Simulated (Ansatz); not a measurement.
# GeH₅PS: a ladder of functionals and wavefunction methods

How much do the methods differ for GeH₅PS? The plan is to run it at one geometry with functionals of several rungs and with coupled cluster, and see how far each lands from CCSD(T) at the basis-set limit for the atomisation energy.

Program: Ansatz 0.2.0, Gaussian basis. Level of theory: functionals in def2-TZVPP, the program's frozen cores in correlated methods. These are calculated values, not measurements.

Levels to be run: LDA (SPW92), PBE-D4, revPBE-D4, BLYP-D4, r2SCAN-D4, B97M-V, PBE0-D4, B3LYP-D4, r2SCANh-D4, r2SCAN0-D4, HSE06-D4, BHLYP-D4, CAM-B3LYP-D4, LC-ωPBE, ωB97X-V, ωB97M-V, B2PLYP, PBE-QIDH; CCSD(T)/def2-SVP; CCSD(T)/def2-TZVPP; MP2/def2-QZVPP; extrapolation to the limit; RPA on PBE.

### 1 The geometry

An earlier PBE0-D4 in a triple-zeta def2 set relaxation fixed the geometry.

SMILES `[PH2][GeH2][SH]`, 8 atoms, charge 0, spin multiplicity 1.

Atoms are counted from 1 here; the program's logs count them from 0.

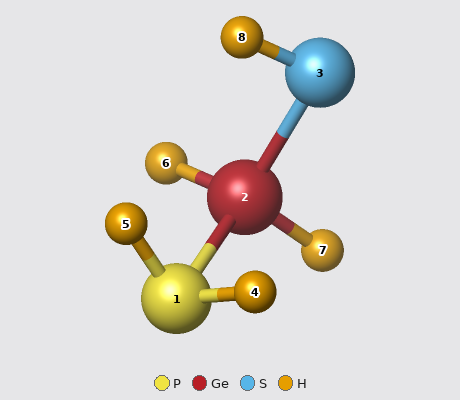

The geometry (phosphorus yellow, germanium red, sulfur blue, hydrogen amber); atoms are numbered from 1 in the order of the file.

### 2 LDA

This LDA is Slater exchange with PW92 correlation.

File in.yaml:

```yaml
crystal:
  periodic: [false, false, false]
  atoms:
    - {symbol: P, position_ang: [-0.205939, 0.729151, -1.668671]}
    - {symbol: Ge, position_ang: [0.824450, 0.078699, 0.304005]}
    - {symbol: S, position_ang: [-0.316335, -1.424107, 1.489881]}
    - {symbol: H, position_ang: [-0.637213, -0.589081, -1.971775]}
    - {symbol: H, position_ang: [-1.421085, 1.064241, -1.013105]}
    - {symbol: H, position_ang: [1.079787, 1.336547, 1.153739]}
    - {symbol: H, position_ang: [2.152171, -0.623911, -0.015680]}
    - {symbol: H, position_ang: [-1.383735, -0.628539, 1.665905]}
basis:
  gaussian: {orbitals: def2-TZVPP}
hamiltonian: {xc: lda}
output: {orbitals: {seedname: orbitals}}
```

On the command line:

```sh
ansatz run in.yaml --threads 2 --pin off --events-out ev --progress --plain --max-ram 4352MiB
```

After this run come: PBE-D4 (GGA); revPBE-D4 (GGA); BLYP-D4 (GGA); r2SCAN-D4 (meta-GGA); B97M-V (meta-GGA); PBE0-D4 (hybrid); B3LYP-D4 (hybrid); r2SCANh-D4 (hybrid); r2SCAN0-D4 (hybrid); HSE06-D4 (hybrid); BHLYP-D4 (hybrid); CAM-B3LYP-D4 (range-separated); LC-ωPBE (range-separated); ωB97X-V (range-separated); ωB97M-V (range-separated); B2PLYP (double hybrid); PBE-QIDH (double hybrid); CCSD(T) in def2-SVP; CCSD(T) in def2-TZVPP; MP2 in def2-QZVPP; RPA on PBE orbitals.

**Question.** What will the summary of the whole plan be? Wanted: atomisation energy, CCSD(T)/CBS; farthest beyond LDA; mean size of error, GGA; mean size of error, meta-GGA; mean size of error, hybrid; mean size of error, range-separated; mean size of error, double hybrid; gap, smallest and largest; T1 diagnostic.

As calculated:

| quantity | value |
| --- | --- |
| atomisation energy, CCSD(T)/CBS | 2146.5 kJ/mol |
| functionals within 21.5 kJ/mol (1.0 %) | PBE-D4, r2SCAN-D4, B3LYP-D4, r2SCANh-D4, CAM-B3LYP-D4, ωB97M-V |
| farthest beyond LDA | LC-ωPBE (-58.6 kJ/mol) |
| mean size of error, GGA | 23.2 kJ/mol |
| mean size of error, meta-GGA | 22.8 kJ/mol |
| mean size of error, hybrid | 22.0 kJ/mol |
| mean size of error, range-separated | 26.0 kJ/mol |
| mean size of error, double hybrid | 41.3 kJ/mol |
| gap, smallest and largest | 4.42 eV (LDA (SPW92)), 11.29 eV (LC-ωPBE) |
| T1 diagnostic | 0.0119 |
| triples share of the correlation energy | 4.0 % |

The LDA atomisation energy is off by 294.3 kJ/mol (14 %): it overbinds. PBE-D4 misses by -3.1 kJ/mol. Double hybrids carry the basis error of their MP2 part in triple zeta, and no dispersion term here, so their miss is partly the set-up's. By mean error the best rung here is hybrid (22.0 kJ/mol) and the worst beyond LDA is double hybrid (41.3 kJ/mol). The gap between the best rungs is small, so their order is not settled. Misses under about 21.5 kJ/mol are within the doubt on the reference itself, which lacks core-valence correlation, relativity and higher excitations, and its outer-core shells are covered unevenly. Hartree-Fock recovers 69 % of the binding; the rest is correlation. CCSD(T) in def2-SVP is off by -196.2 kJ/mol, worse than the median functional, from the basis alone. Orbital gaps span 4.4 to 11.3 eV; exact exchange widens them. Correlated methods include outer-core shells of Ge, which these sets cover unevenly.
